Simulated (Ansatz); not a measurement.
**Si (Si (100), 6 layers): how the settings move a single-point run**

Aim: see which settings change the result for Si (Si (100), 6 layers), by how much, and at what cost.

Computed with Ansatz 0.2.0 (reference: DFT, LDA, PAW with Ansatz's default frozen-core files, scalar-relativistic, unless a step's input says otherwise).

## (1) The system as given

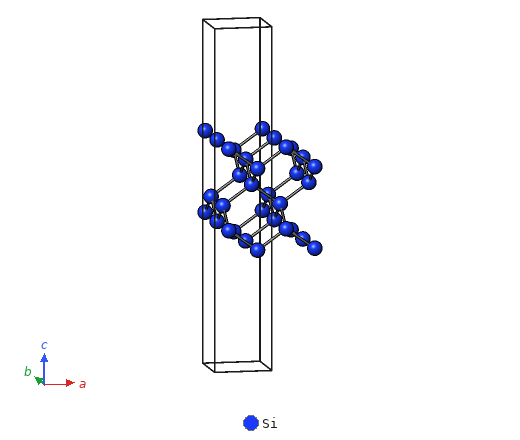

The starting structure, seen slightly off an axis (silicon blue). 2×2×1 cells are drawn. Atoms on the faces are drawn again on the opposite ones.

Structure file:

```cif
data_structure
_symmetry_space_group_name_H-M 'Pmma'
_symmetry_Int_Tables_number 51
_cell_length_a 3.8197
_cell_length_b 3.8197
_cell_length_c 22.7524
_cell_angle_alpha 90.000
_cell_angle_beta 90.000
_cell_angle_gamma 90.000
_cell_volume 331.97
loop_
_atom_site_label
_atom_site_type_symbol
_atom_site_symmetry_multiplicity
_atom_site_Wyckoff_symbol
_atom_site_fract_x
_atom_site_fract_y
_atom_site_fract_z
_atom_site_occupancy
Si1 Si 2 e 0.75000 0.00000 0.35161 1
Si2 Si 2 e 0.25000 0.00000 0.41097 1
Si3 Si 2 f 0.25000 0.50000 0.47032 1
```

## (2) The reference run

The input, input.yaml:

```yaml
crystal:
  lattice:
    - [3.8197434381, 0.0, 0.0]
    - [0.0, 3.8197434381, 0.0]
    - [0.0, 0.0, 22.7524]
  atoms:
    - { symbol: Si, position: [0.75, 0.0, 0.3516109022] }
    - { symbol: Si, position: [0.25, 0.0, 0.4109665413] }
    - { symbol: Si, position: [0.25, 0.5, 0.4703221804] }
    - { symbol: Si, position: [0.75, 0.5, 0.5296778196] }
    - { symbol: Si, position: [0.75, 0.0, 0.5890334587] }
    - { symbol: Si, position: [0.25, 0.0, 0.6483890978] }
kpoints:
  mp_grid: { grid: [8, 8, 1] }
scf:
  occupations: { method: fermi_dirac, width: 0.02 }
hamiltonian:
  xc: lda
  pseudopotentials: { kind: paw }
output:
  forces: true
  stress: true
  eigenvalues: true
  populations: true
efield:
  axis: 3
  amplitude: 0
  dipole_correction: true
```

Started as:

```console
$ ansatz run input.yaml --threads 2 --pin off --max-ram 4096MiB --backend cpu --events-out ev --progress --plain --runs-dir out
```

From the output:

```text
[...]
Basis set: ecut = 420 eV, 6509 PW (Γ)
[...]
k-points: 25 of 64
[...]
SCF iter   1: F=—  HF=-3647.671131 eV  |F-HF|=—  |Δ(HF+E_count)|=         —  Δρ=2.69e-3  dr2=4.52e-2  ethr=1.77e-3  p=-0.000 e·Å  D=-6.86e-15 V/Å  ΔV_dip=0.00 eV  dr2_dipole=3.19e-7  V_vac-E_F(+/−)=5.56/5.56 eV  ⟨swp⟩=9.9  Hψ=3536  notcnv=0
[...]
preconditioner: auto → LDOS  [metal: Δε(μ)=0.034 eV  Ē_g=6.968 eV  σ=0.020 eV  W_gap=0.37  n_scr=32 (ndim 8)  ℏωp=10.0 eV  f_vac=0.521  D(μ)=3.71/eV (n_scr^D=10)  β→1.0]
SCF iter   2: F=—  HF=-3647.665616 eV  |F-HF|=—  |Δ(HF+E_count)|=   5.51e-3  Δρ=6.56e-4  dr2=1.08e-2  ethr=1.88e-4  p=0.000 e·Å  D=1.63e-5 V/Å  ΔV_dip=-0.00 eV  dr2_dipole=4.65e-7  V_vac-E_F(+/−)=5.53/5.53 eV  ⟨swp⟩=2.5  Hψ=896  notcnv=0  defer=23
[...]
SCF iter   6: F=—  HF=-3647.664342 eV  |F-HF|=—  |Δ(HF+E_count)|=   8.56e-5  Δρ=6.32e-6  dr2=4.59e-7  ethr=1.69e-8  p=0.000 e·Å  D=1.76e-7 V/Å  ΔV_dip=-0.00 eV  dr2_dipole=1.34e-11  V_vac-E_F(+/−)=5.48/5.48 eV  ⟨swp⟩=2.1  Hψ=730  notcnv=0  defer=27
SCF iter   7: F=-3647.664342 eV  HF=-3647.664342 eV  |F-HF|=2.49e-8  |Δ(HF+E_count)|=   4.38e-8  Δρ=2.65e-6  dr2=6.80e-8  ethr=4.17e-10  p=0.000 e·Å  D=7.95e-8 V/Å  ΔV_dip=-0.00 eV  dr2_dipole=5.67e-13  V_vac-E_F(+/−)=5.48/5.48 eV  ⟨swp⟩=10.0  Hψ=2512  notcnv=
[...]
SCF converged after 7 iterations
Free energy (F): -3647.664342 eV
[...]
E sigma→0 (E₀):  -3647.661878 eV
[...]
Fermi energy:    -1.381209 eV
Dipole field:    D = 0.000001 V/Å  (p = 0.000002 e·Å, saw-weighted, corrected)
[...]
  P = ⅓ Tr σ = -0.8548 GPa (-8.548 kbar)
[...]
```

Run time: 10 s. Hardware: 2 threads of Arm Neoverse V1, shared host; peak memory 0.46 GiB.

## (3) Variant: mp_grid.grid [10, 10, 1], occupations.width 0.15

input.yaml: that of step 2 with these lines changed.

```diff
@@ -13,5 +13,5 @@
 kpoints:
-  mp_grid: { grid: [8, 8, 1] }
+  mp_grid: { grid: [10, 10, 1] }
 scf:
-  occupations: { method: fermi_dirac, width: 0.02 }
+  occupations: { method: fermi_dirac, width: 0.15 }
 hamiltonian:
@@ -24,2 +24,6 @@
   populations: true
+  write_density: true
+  write_potential: true
+  elf: true
+  volumetric_format: npy
 efield:
```

Started as:

```console
$ ansatz run input.yaml --threads 2 --pin off --max-ram 4096MiB --backend cpu --events-out ev --progress --plain --runs-dir out
```

Log, shortened:

```text
band count auto-derived: 19 (N_el = 24.0; filled up to band 12; 18 by the electrons, moments and atoms)
[...]
Pseudopotentials: kind: paw
Pseudopotential: Si, paw, valence charge 4, recommended cutoff 420 eV (normal)
Functional definition: SPW92
[...]
Crystal: 6 atoms, lattice volume = 331.968 Å³
Basis set: ecut = 420 eV, 6509 PW (Γ)
Bands: 19, of which v1, the nominal top of the filled ones, is band 12 counted from 1 (11 counted from 0)
Symmetry: 4 space group operations
k-points: 36 of 100
[...]
SCF iter   1: F=—  HF=-3647.800580 eV  |F-HF|=—  |Δ(HF+E_count)|=         —  Δρ=2.70e-3  dr2=4.71e-2  ethr=1.77e-3  p=-0.000 e·Å  D=-6.86e-15 V/Å  ΔV_dip=0.00 eV  dr2_dipole=2.21e-7  V_vac-E_F(+/−)=5.51/5.51 eV  ⟨swp⟩=9.1  Hψ=5206  notcnv=0
[...]
SCF iter   7: F=-3647.793733 eV  HF=-3647.793733 eV  |F-HF|=2.24e-9  |Δ(HF+E_count)|=   1.98e-8  Δρ=1.17e-6  dr2=1.09e-8  ethr=4.17e-10  p=-0.000 e·Å  D=-2.94e-8 V/Å  ΔV_dip=0.00 eV  dr2_dipole=1.04e-12  V_vac-E_F(+/−)=5.48/5.48 eV  ⟨swp⟩=13.3  Hψ=5911  notcnv=0
[...]
WARN: The output density's exchange-correlation potential varies sharply where the density is thin. Do not read a vacuum level from v_tot or v_xc, or from such a field of the output density. On a cell that repeats whose density bears no net charge and no dipole along the vacuum's axis use [...]
SCF converged after 7 iterations
Free energy (F): -3647.793733 eV
[...]
E sigma→0 (E₀):  -3647.655286 eV
Entropy (-TS):   -0.276894 eV (-46.149 meV/atom)
Fermi energy:    -1.356782 eV
Dipole field:    D = -0.000001 V/Å  (p = -0.000002 e·Å, saw-weighted, corrected)
Work function:   Φ+ = 5.4796 eV   Φ− = 5.4796 eV
Levels:          The Fermi level and band energies are counted from a zero that moves with the ramp; work functions are not
[...]
--- Forces (eV/Å), atoms counted from 1 ---
  atom   1  Si     0.00000000     0.00000000     0.12215239
  atom   2  Si     0.00000000     0.00000000    -0.13077426
  atom   3  Si     0.00000000     0.00000000     0.03529716
  atom   4  Si     0.00000000     0.00000000    -0.03529707
  atom   5  Si     0.00000000     0.00000000     0.13077547
  atom   6  Si     0.00000000     0.00000000    -0.12215237
[...]
--- Stress (GPa, compression-positive) ---
       -0.478824       0.000000       0.000000
        0.000000      -1.829239       0.000000
        0.000000       0.000000      -0.165370
  P = ⅓ Tr σ = -0.8245 GPa (-8.245 kbar)
--- Band table (eV; the first three rows and the last of 36) ---
  k-point 0: bands = ["-12.8222", "-11.5949", "-9.7769", "-7.4656", "-4.8182", "-3.6951", "-3.6664", "-2.6998", "-2.5095", "-2.1782", "-1.6174", "-0.9609", "-0.1925", "-0.1515", "0.3397", "0.8989", "1.2879", "1.3939", "2.1638"]
[...]
--- Löwdin populations: 6 sites ---
  site symbol       q [e]
     0     Si      3.9548
     1     Si      3.9729
     2     Si      3.9291
     3     Si      3.9291
     4     Si      3.9729
     5     Si      3.9548
  spilling = 0.011929 (of n_electrons = 24.000000)
```

It took 17 s on 2 threads of Arm Neoverse V1, shared host; peak memory 0.52 GiB.

Changing the k-point mesh and smearing moves the energy by +1.1 meV/atom (σ→0 values), and the largest force goes from 0.19 to 0.13 eV/Å. More than one kind of setting changed, and this run alone doesn't tell their shares apart.

## (4) All runs together

| run | ending | energy change | gap (eV) | force (eV/Å) | cycles | time |
| --- | --- | --- | --- | --- | --- | --- |
| reference | converged | 0 | 0.00 | 0.19 | 7 | 10 s |
| 1: mp_grid.grid [10, 10, 1], occupations.width 0.15 | converged | +1.1 meV/atom (σ→0) | 0.00 | 0.13 | 7 | 17 s |

Times don't compare one to one where runs were asked for different outputs or read a saved state (see the inputs); cycles may leave out searches for a lower state.

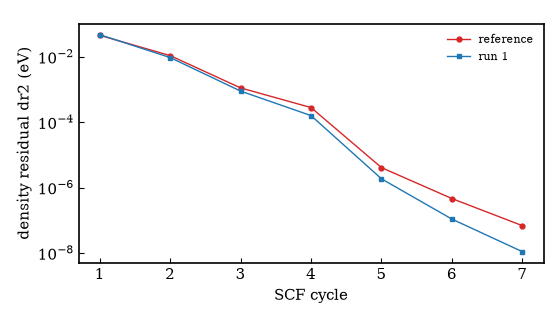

Residual by cycle in the longest SCF loop of each run; runs are numbered as in the table.

What this shows: Changing the k-point mesh and smearing moves the energy by +1.1 meV/atom (σ→0 values), and the largest force goes from 0.19 to 0.13 eV/Å. More than one kind of setting changed, and this run alone doesn't tell their shares apart.
